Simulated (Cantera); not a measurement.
Charge: 1 mol HI, 0.078 mol O2, 1.7 mol N2, at 11.0 Pa.

Cantera equilibrium calculation (NASA polynomials, part measured and part estimated; ideal gas, pure solids and liquids). Candidate condensed phases: H2O, I2; 27 gas species. Kinetics and transport are ignored.

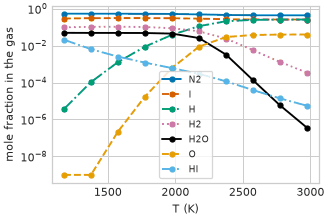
Fig. 1. Equilibrium gas composition (values under 1e-9 drawn at 1e-9)

### Question
Read off the mole fractions at 2575 K.

### Answer
N2 about 0.44, I about 0.26, H about 0.25, O about 0.038, H2 about 0.0057, H2O about 0.00013, HI about 3.9e-5.
